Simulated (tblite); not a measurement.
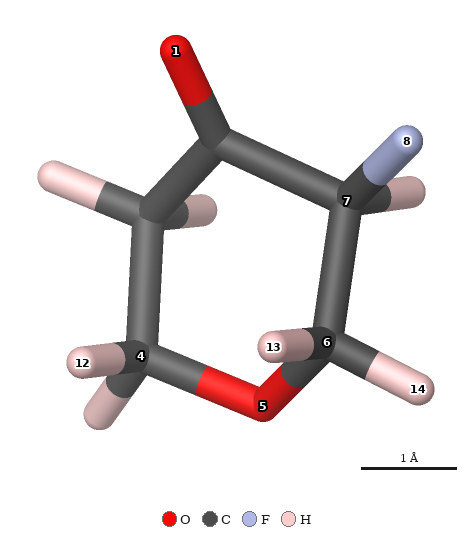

The structure as given in the input (stick view, seen at a tilt; atoms are numbered from 1 in the order of the input). Bond lengths as drawn: C–C 1.51 to 1.55 Å, C–F 1.37 Å, C–H 1.09 to 1.10 Å and C–O 1.20 to 1.41 Å.

Molecular dynamics of C5H7FO2

System: C5H7FO2.
Method: GFN2-xTB Langevin dynamics, gas phase (tblite 0.8.0).

It belongs to a series of runs on one base structure; here: H on C replaced by F.

## The input
```
{"job": {"kind": "md", "xc": "GFN2-xTB", "basis": "xTB", "temperature": 400, "steps": 2000, "every": 50}, "charge": 0, "multiplicity": 1}
O     -0.793773     1.464548     1.530473
C     -0.537923     0.952852     0.476962
C     -1.423983    -0.042059    -0.236821
C     -0.622846    -1.337791    -0.459841
O      0.559039    -1.092010    -1.180676
C      1.425064    -0.226907    -0.503917
C      0.768025     1.153916    -0.280933
F      1.634188     1.959112     0.411756
H     -2.315443    -0.238551     0.358016
H     -1.714400     0.364404    -1.207007
H     -1.198466    -2.045662    -1.058789
H     -0.389833    -1.793942     0.513488
H      1.713971    -0.632601     0.477383
H      2.318222    -0.119626    -1.122753
H      0.573743     1.642307    -1.244907
```

The first line tells a small driver script what to run in tblite; the rest is the geometry in Å.

Run on 1 CPU thread, shared host.

Launch command:
```bash
OMP_NUM_THREADS=1 python <driver script> task.json out
```

## The program's output
```
t/fs     T/K      E/eV
    0.0   319.0   -738.15426
   25.0   211.7   -737.78904
   50.0   239.1   -737.68084
   75.0   251.1   -737.75996
  100.0   260.9   -737.58490
  125.0   271.4   -737.59742
  150.0   280.7   -737.69229
  175.0   212.7   -737.61312
  200.0   300.0   -737.68436
  225.0   377.6   -737.64859
  250.0   325.3   -737.60522
  275.0   277.8   -737.55718
  300.0   375.0   -737.68967
  325.0   305.6   -737.43333
  350.0   337.1   -737.60866
  375.0   301.8   -737.68013
  400.0   419.9   -737.67042
  425.0   297.6   -737.45449
  450.0   346.5   -737.60641
  475.0   393.7   -737.64551
  500.0   274.0   -737.56608
  525.0   271.6   -737.62321
  550.0   338.9   -737.56537
  575.0   382.4   -737.58500
  600.0   350.2   -737.42782
  625.0   442.6   -737.53092
  650.0   452.2   -737.56136
  675.0   406.6   -737.53000
  700.0   424.5   -737.32817
  725.0   432.1   -737.40287
  750.0   574.3   -737.50204
  775.0   592.0   -737.61443
  800.0   457.6   -737.46931
  825.0   350.0   -737.32577
  850.0   332.1   -737.47631
  875.0   261.3   -737.44253
  900.0   467.1   -737.54193
  925.0   436.6   -737.58937
  950.0   406.2   -737.53363
  975.0   341.4   -737.55652
 1000.0   324.8   -737.46716
```

## Trajectory as extended XYZ (Å, eV, eV/Å), 14 of the 41 frames kept, from step=0 to step=40
```
15
Properties=species:S:1:pos:R:3:forces:R:3 step=0 time_fs=0.0 energy=-738.15426 temperature=319.0
O    -0.7938    1.4645    1.5305    0.0047  -0.0023  -0.0027
C    -0.5379    0.9529    0.4770    0.0008   0.0016  -0.0037
C    -1.4240   -0.0421   -0.2368    0.0011   0.0024  -0.0011
C    -0.6228   -1.3378   -0.4598    0.0010   0.0012   0.0019
O     0.5590   -1.0920   -1.1807   -0.0002   0.0021  -0.0005
C     1.4251   -0.2269   -0.5039    0.0002   0.0013   0.0014
C     0.7680    1.1539   -0.2809   -0.0018   0.0015   0.0008
F     1.6342    1.9591    0.4118   -0.0009   0.0013  -0.0007
H    -2.3154   -0.2386    0.3580    0.0006  -0.0007  -0.0036
H    -1.7144    0.3644   -1.2070   -0.0051   0.0010   0.0038
H    -1.1985   -2.0457   -1.0588    0.0036  -0.0001   0.0022
H    -0.3898   -1.7939    0.5135   -0.0016  -0.0045  -0.0020
H     1.7140   -0.6326    0.4774   -0.0019   0.0003   0.0018
H     2.3182   -0.1196   -1.1228    0.0002  -0.0038  -0.0009
H     0.5737    1.6423   -1.2449   -0.0009  -0.0015   0.0034
15
Properties=species:S:1:pos:R:3:forces:R:3 step=3 time_fs=75.0 energy=-737.75996 temperature=251.1
O    -0.8816    1.4158    1.4743    0.3160   0.5287   0.5231
C    -0.6337    1.0031    0.3829    0.3189   0.1614  -0.4579
C    -1.5401    0.0763   -0.3157   -2.2604   0.0276  -0.0228
C    -0.8228   -1.2558   -0.3610    1.1337   0.3399   1.1472
O     0.3652   -1.0831   -1.0828    0.6811  -0.1327  -0.6182
C     1.3221   -0.1890   -0.5607   -0.5092  -0.1779  -0.9529
C     0.7033    1.2052   -0.3681   -0.2641  -0.3583   1.8391
F     1.4889    1.9629    0.4732    0.3320   0.0357  -0.4227
H    -2.5275    0.0734    0.2365    0.9803  -0.3549  -0.3000
H    -1.8064    0.3144   -1.3477    0.3605   0.3742  -0.0204
H    -1.3409   -1.9033   -1.0000   -1.0044  -1.3614  -0.4386
H    -0.6352   -1.6778    0.6723   -0.1892   0.2986  -0.8520
H     1.6457   -0.5599    0.3733    0.5081  -0.2605   1.4807
H     2.1855   -0.2329   -1.2451   -0.3850   0.3152   0.0255
H     0.5438    1.7307   -1.2755   -0.0182   0.5645  -0.9301
15
Properties=species:S:1:pos:R:3:forces:R:3 step=6 time_fs=150.0 energy=-737.69229 temperature=280.7
O    -1.0132    1.6124    1.5435   -0.6105   0.4752   1.0400
C    -0.7906    1.0911    0.5017   -0.1469  -0.3366  -0.5954
C    -1.8068    0.2123   -0.2809    1.1664   0.4439   1.8680
C    -1.0915   -1.0637   -0.6635   -1.2650  -2.2369  -1.3508
O     0.2375   -1.0132   -1.0952    0.1404   0.5902   0.4041
C     1.0965   -0.3273   -0.1907   -0.5347  -0.4303  -0.2084
C     0.5764    1.1322   -0.1326    0.9223   0.2479  -1.4113
F     1.5065    2.0144    0.4035   -0.5917  -0.5663   0.4812
H    -2.6901    0.0525    0.3433    0.2982  -0.3321   0.3083
H    -2.2040    0.7165   -1.1058   -0.0389   0.9480  -1.5145
H    -1.6513   -1.5206   -1.5472    0.6167   0.4757   0.6471
H    -1.2022   -1.8562    0.1037    0.1792   0.4740   0.3053
H     1.0247   -0.7782    0.8320    0.3430   0.2004  -0.6003
H     2.0882   -0.4519   -0.6628   -0.2847   0.3519   0.5838
H     0.4980    1.5134   -1.1709   -0.1939  -0.3050   0.0430
15
Properties=species:S:1:pos:R:3:forces:R:3 step=9 time_fs=225.0 energy=-737.64859 temperature=377.6
O    -1.2877    1.6288    1.3472   -0.3892   0.2720   0.6126
C    -0.9122    1.0945    0.3504    0.9991   0.2514  -0.3920
C    -1.7384    0.2530   -0.5685    1.9652   1.8273  -1.8112
C    -1.0582   -1.0875   -0.5727   -0.5445  -1.2238  -0.9027
O     0.2222   -0.9768   -1.1653   -0.0135  -0.5751   0.4995
C     1.1540   -0.3184   -0.3326   -2.4145   0.4497   0.1386
C     0.5437    1.1169   -0.0795    2.0832   0.0516  -1.1758
F     1.3852    1.7272    0.8172   -0.2450   0.1981   0.5100
H    -2.7226    0.3376   -0.2571   -1.8895  -0.4042   0.4033
H    -1.6118    0.6558   -1.6440   -0.3818  -0.3929   1.4398
H    -1.6410   -1.6779   -1.3195    0.4559  -0.2830   0.7334
H    -1.0782   -1.5461    0.4506    0.2797   0.1290  -0.7980
H     1.1737   -0.7938    0.6387    0.4302  -0.3762   0.4000
H     2.0916   -0.3247   -0.8437    0.5375   0.2041  -0.1159
H     0.7790    1.6674   -1.0317   -0.8731  -0.1279   0.4585
15
Properties=species:S:1:pos:R:3:forces:R:3 step=12 time_fs=300.0 energy=-737.68967 temperature=375.0
O    -1.4849    1.6784    1.1087    0.0700   0.0874  -0.0110
C    -0.9780    1.0860    0.1991   -0.2370  -0.2026   0.5647
C    -1.6633    0.2533   -0.8040    0.7649  -0.7653  -0.8298
C    -0.9712   -1.1170   -0.7579    0.8395   0.1197   0.2326
O     0.3675   -1.1398   -1.2026   -0.0977   0.7218   0.9348
C     1.1472   -0.4038   -0.2779    0.0203   0.5648  -0.5695
C     0.5258    1.0094   -0.0290    0.5367   1.0425   1.2944
F     1.0775    1.4911    1.1709    0.2490  -0.2414  -0.5061
H    -2.6883    0.0034   -0.6285   -0.7424   0.6542   0.0491
H    -1.4397    0.6769   -1.7844   -0.4811   0.0211  -0.1327
H    -1.4867   -1.7681   -1.3891   -0.8652  -1.2004  -1.1302
H    -1.0207   -1.5009    0.2532   -0.0403  -0.2029   0.5482
H     1.2569   -0.9207    0.7167   -0.1880   0.3940  -0.7731
H     2.1278   -0.2772   -0.7668   -0.1701  -0.1170   0.3804
H     0.7204    1.8436   -0.7477    0.3414  -0.8760  -0.0518
15
Properties=species:S:1:pos:R:3:forces:R:3 step=15 time_fs=375.0 energy=-737.68013 temperature=301.8
O    -1.5675    1.7252    1.1138    0.8579  -0.7570  -0.6381
C    -0.9782    1.0133    0.3327    0.4840   0.2937   0.6392
C    -1.6232    0.2232   -0.7660   -0.8756  -1.1399   0.4298
C    -0.9432   -1.1419   -1.0337   -1.2957  -1.1005   0.4909
O     0.4388   -1.2033   -1.1175    0.0376   0.4571  -0.7179
C     1.0003   -0.6485    0.0230    0.4036   0.2384  -0.8800
C     0.5778    0.7945    0.2289   -0.9029   0.0771   0.7165
F     1.3263    1.2028    1.2960   -0.2701   0.6101   0.4926
H    -2.7354    0.0100   -0.5287    1.6469   0.6243  -0.5242
H    -1.4759    0.7496   -1.6842   -0.3850   0.7545  -0.5186
H    -1.3349   -1.5578   -1.9608    0.0784   0.1214  -0.3187
H    -1.3143   -1.8444   -0.2555    0.2756   0.1167   0.1348
H     0.7646   -1.2617    0.8405   -0.4741  -0.7641   1.6605
H     2.0811   -0.6192   -0.0736    0.3213  -0.2296  -0.2553
H     0.9340    1.3408   -0.6210    0.0979   0.6977  -0.7115
15
Properties=species:S:1:pos:R:3:forces:R:3 step=18 time_fs=450.0 energy=-737.60641 temperature=346.5
O    -1.3397    1.5637    1.3080   -0.0729  -0.5792  -0.9534
C    -0.8625    0.9168    0.3988    0.0395   0.8709   1.2860
C    -1.6021    0.3462   -0.7812   -0.6084   1.7095   0.7752
C    -1.1210   -1.0264   -1.1299    0.7167  -0.1376  -2.4318
O     0.2624   -1.2434   -0.8939   -1.4484  -0.7187   0.7370
C     0.5974   -0.9684    0.4368    0.2864   0.4856   0.4118
C     0.6344    0.5795    0.4418   -1.0863  -0.1871   0.4753
F     1.1472    1.1900    1.5423    0.4209  -0.2325   0.2591
H    -2.6877    0.3744   -0.5702    0.4058  -0.1491  -0.0484
H    -1.4330    1.1259   -1.5331    0.1185  -0.3285  -0.3488
H    -1.1294   -1.1138   -2.2637   -0.5387  -0.4090   1.1118
H    -1.7938   -1.7160   -0.6240    0.3242  -0.5725  -0.0738
H    -0.0477   -1.3591    1.2858    0.2570   0.2330  -1.1999
H     1.5707   -1.4011    0.5299    0.8549  -0.1612   0.4273
H     1.1755    0.9270   -0.4212    0.3309   0.1762  -0.4273
15
Properties=species:S:1:pos:R:3:forces:R:3 step=22 time_fs=550.0 energy=-737.56537 temperature=338.9
O    -1.6565    1.7960    1.1856    1.4409  -0.7302  -1.4027
C    -0.9564    1.2640    0.3391   -1.4146  -0.2395   0.1119
C    -1.5039    0.6705   -1.0015    0.5327  -0.5944   1.8382
C    -1.3782   -0.8672   -0.7957   -1.9103  -0.9224   0.6286
O    -0.0701   -1.3405   -0.6974    0.3627   0.7194  -0.1735
C     0.6723   -0.7231    0.3245   -2.2242   0.1480   1.2490
C     0.5055    0.7992    0.5174   -0.3651   0.7537  -0.7260
F     0.9627    1.0520    1.7673    0.0492   0.2497   0.8152
H    -2.4868    0.9551   -1.3120   -0.8858   0.1082   0.6788
H    -0.9234    0.9600   -1.8215    1.4670   0.3284  -1.0826
H    -1.8919   -1.4130   -1.6330    0.7558   0.4583   0.3612
H    -2.0041   -1.2162    0.1310    0.9419   0.7937  -0.9627
H     0.3589   -1.1070    1.3395    0.1787  -0.1572  -0.6705
H     1.6966   -0.8582    0.1973    1.6371  -0.8377  -0.4442
H     1.2176    1.3605   -0.1235   -0.5660  -0.0781  -0.2206
15
Properties=species:S:1:pos:R:3:forces:R:3 step=25 time_fs=625.0 energy=-737.53092 temperature=442.6
O    -1.3846    2.0918    1.2126   -0.3646  -0.0467  -0.1216
C    -0.9520    1.3910    0.3366    1.0165   0.2254   0.9653
C    -1.7235    0.8484   -0.8040   -0.0422  -0.2819  -0.3145
C    -1.3936   -0.6836   -0.8994   -1.7542  -0.0470   1.0912
O    -0.0589   -0.8566   -1.0954    1.0379  -0.5817   0.0370
C     0.6970   -0.5575    0.0190    0.5976   2.7014  -0.5803
C     0.5309    0.9885    0.3637   -0.3415  -0.6246   0.4430
F     1.0276    1.2406    1.6234    0.0058  -0.3250   0.1308
H    -2.7657    1.1358   -0.5420    0.4411  -0.4861  -0.9533
H    -1.2736    1.3219   -1.7148   -0.8858  -0.2931   0.4992
H    -1.7623   -1.2212   -1.7428   -1.1188   0.1849  -0.9510
H    -1.8436   -1.2535    0.0080    0.8834   0.8894  -0.7642
H     0.3017   -0.9797    0.9029    0.0513  -1.2374   1.0125
H     1.7347   -0.7422   -0.2653   -0.0609  -0.3004   0.5164
H     1.0662    1.6889   -0.2392    0.5343   0.2229  -1.0105
15
Properties=species:S:1:pos:R:3:forces:R:3 step=28 time_fs=700.0 energy=-737.32817 temperature=424.5
O    -1.4495    1.6941    1.6510    0.1347  -0.2322  -0.2151
C    -1.0383    1.3443    0.5824    1.6218   0.1239   0.0762
C    -1.8242    1.0546   -0.6581   -0.3124  -1.0400   0.5715
C    -1.5287   -0.4462   -1.0305    1.0788   2.0168  -2.7423
O    -0.1145   -0.4808   -1.3874   -2.2894  -1.2463  -0.3124
C     0.6580   -0.3846   -0.2795    2.4352   2.9912  -0.8704
C     0.5168    1.1282    0.2286   -0.8278  -0.7496   1.2176
F     1.3129    1.2644    1.3797   -0.5962   0.2494  -1.1706
H    -2.9237    1.2037   -0.4393    1.2655   0.2204  -0.8160
H    -1.2390    1.5950   -1.4000   -1.2203   0.4925  -0.4852
H    -2.0344   -0.7130   -2.0086    0.2122   0.0602   1.3616
H    -1.7046   -1.0344   -0.1921   -0.5677  -1.4308   1.0362
H     0.5042   -1.0353    0.5385   -0.3568  -0.9010   0.6867
H     1.7060   -0.4624   -0.7069   -0.7234  -0.1948   0.8228
H     0.8056    1.8337   -0.5857    0.1458  -0.3598   0.8391
15
Properties=species:S:1:pos:R:3:forces:R:3 step=31 time_fs=775.0 energy=-737.61443 temperature=592.0
O    -1.2295    1.2402    2.0368   -0.4205  -0.5590  -1.0055
C    -0.9805    0.9329    0.8935   -0.1566   0.5995   0.4254
C    -1.8973    0.6104   -0.2604    0.6494   1.3454  -1.3287
C    -1.4186   -0.6039   -1.0352   -0.4675  -1.1718  -0.3025
O    -0.1213   -0.4369   -1.4715    2.0483  -0.2170   1.0697
C     0.8219   -0.2996   -0.3674   -2.3094  -1.0323   0.6272
C     0.4605    0.9673    0.4032   -0.7699  -0.5431  -0.6842
F     1.2402    1.1911    1.4456    1.4822  -0.0449   1.5398
H    -2.9337    0.5161   -0.0727   -0.9396   0.0522   0.6693
H    -1.7436    1.4463   -1.0118   -0.3315  -0.3811   0.8905
H    -1.9732   -0.7784   -2.0172    0.2254   0.1500   1.4071
H    -1.4949   -1.4783   -0.3334   -0.0735   0.1486  -0.7304
H     0.7701   -1.1318    0.3947   -0.1996   0.1957  -0.8885
H     1.7920   -0.2763   -0.7495    1.4243   0.1586  -0.8039
H     0.6424    1.7689   -0.2651   -0.1616   1.2992  -0.8854
15
Properties=species:S:1:pos:R:3:forces:R:3 step=34 time_fs=850.0 energy=-737.47631 temperature=332.1
O    -1.3466    1.1201    2.1319   -0.3518   0.0694   1.0313
C    -0.9706    0.8202    1.0449    1.6726   0.4043   0.2012
C    -1.8639    0.5258   -0.0811   -0.3412   0.3240  -0.3906
C    -1.4066   -0.2900   -1.2432    0.4005  -0.7290  -1.3622
O    -0.0225   -0.2717   -1.5257   -0.4498   0.6265  -0.1862
C     0.6640   -0.3904   -0.3434    0.8067  -0.1917   0.6898
C     0.4814    0.8300    0.5750    0.9252   1.2031  -0.9195
F     1.5459    0.8697    1.4931   -1.2794  -0.1156  -0.3246
H    -2.7735    0.1652    0.2762   -1.5300  -1.6341   1.1288
H    -2.2896    1.4452   -0.3885    0.3494   1.7859  -0.8331
H    -1.8900    0.0150   -2.1674   -0.1250   0.2719  -0.1931
H    -1.6613   -1.3374   -1.1256   -0.3112  -0.5566   0.4327
H     0.3367   -1.2777    0.2244    0.2082  -0.1197  -0.0829
H     1.7155   -0.4590   -0.6016    0.2936  -0.2126   0.0229
H     0.6323    1.7866   -0.0648   -0.2679  -1.1258   0.7855
15
Properties=species:S:1:pos:R:3:forces:R:3 step=37 time_fs=925.0 energy=-737.58937 temperature=436.6
O    -1.0640    0.7708    2.2625    0.4580   0.0694  -1.9024
C    -0.7303    0.8057    1.0930   -1.4658  -0.4311  -0.1470
C    -1.6871    0.8206   -0.1404   -0.8417   0.5747  -0.0136
C    -1.2790   -0.1862   -1.2424   -2.0492  -0.3104  -0.5484
O     0.0269   -0.0666   -1.6049    1.3232   0.3929  -0.6339
C     0.9236   -0.2948   -0.5691    0.7446   0.1743   0.8038
C     0.7040    0.8097    0.5775   -0.7875  -1.3709   0.1544
F     1.4951    0.7552    1.6809    0.8245  -0.4962  -0.1671
H    -2.7649    0.6338    0.0991    0.9263   0.0900   0.2854
H    -1.6899    1.8326   -0.6664    0.3476  -0.9624   0.9562
H    -1.8571    0.0996   -2.1661    0.3723  -0.2228   0.5999
H    -1.5960   -1.2615   -1.0476    0.4911   0.9079   0.3832
H     0.7935   -1.3293   -0.2342   -0.0932   0.0468   0.6761
H     1.9604   -0.2566   -0.9840   -0.6771   0.3807   0.2674
H     0.8416    1.7634    0.1397    0.4270   1.1569  -0.7142
15
Properties=species:S:1:pos:R:3:forces:R:3 step=40 time_fs=1000.0 energy=-737.46716 temperature=324.8
O    -1.0676    0.4601    2.0216   -0.3346   0.0367   1.2477
C    -0.6644    0.8279    0.9657    0.7243  -1.0306  -0.3274
C    -1.5122    0.9735   -0.2407   -1.2918   1.6226   0.9086
C    -1.1173   -0.0907   -1.1939   -1.7246  -1.8756  -0.3094
O     0.1517   -0.0033   -1.6500    0.9291   0.7544  -0.8529
C     1.1112    0.1007   -0.6382    0.4253  -2.4692  -1.0408
C     0.7827    0.8742    0.5802    1.2876   2.9639   0.9964
F     1.6305    0.4218    1.5602   -0.0630  -0.2320   0.4623
H    -2.5136    0.7663    0.1224   -0.5187   0.1812  -0.2330
H    -1.4453    2.0157   -0.5393   -0.0009   0.0469  -0.6777
H    -1.7885   -0.2295   -2.0714    0.3608   0.5861   0.2969
H    -1.3064   -1.0094   -0.5892    0.4100  -0.2957  -0.2327
H     1.3556   -0.9664   -0.3268   -0.2241   0.7548   0.2161
H     1.9895    0.4374   -1.1493    0.7119   0.5018  -0.1715
H     1.1076    2.0114    0.5180   -0.6914  -1.5453  -0.2825
```

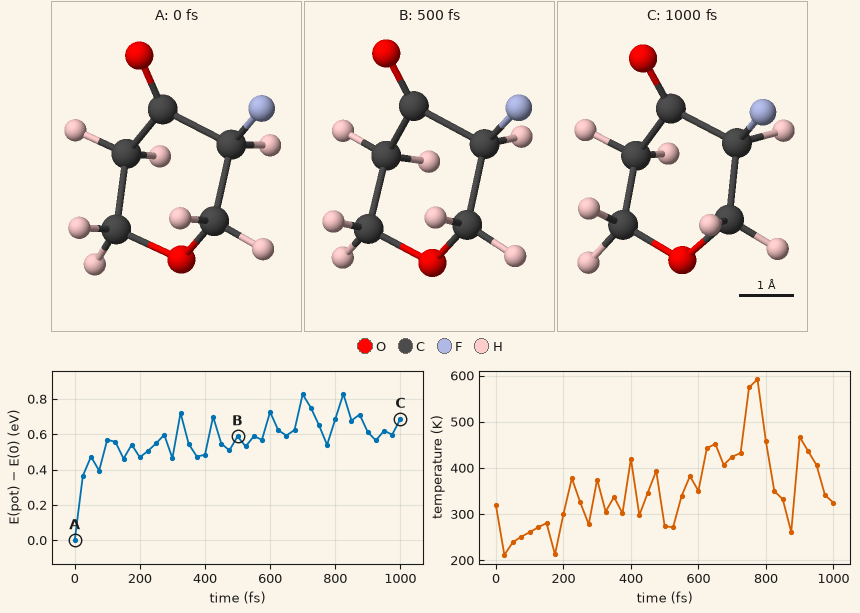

Frames of the molecular dynamics (ball-and-stick, seen at a tilt) above the curves, on which the letters mark them. The trajectory kept here has 41 frames over 1000 fs. The temperature starts at 319 K, ranges from 212 to 592 K and averages 396 K over the second half. The potential energy ends 0.687 eV above its first value. After an unweighted best fit of the last frame on the first, the root-mean-square displacement is 0.23 Å.

## Summary

| quantity | value |
| --- | --- |
| outcome | finished |
| mean temperature over the second half | 396 K |
| trajectory | 41 frames kept, 1000 fs |
| wall time | 37 s |
| peak memory | 0.18 GiB |
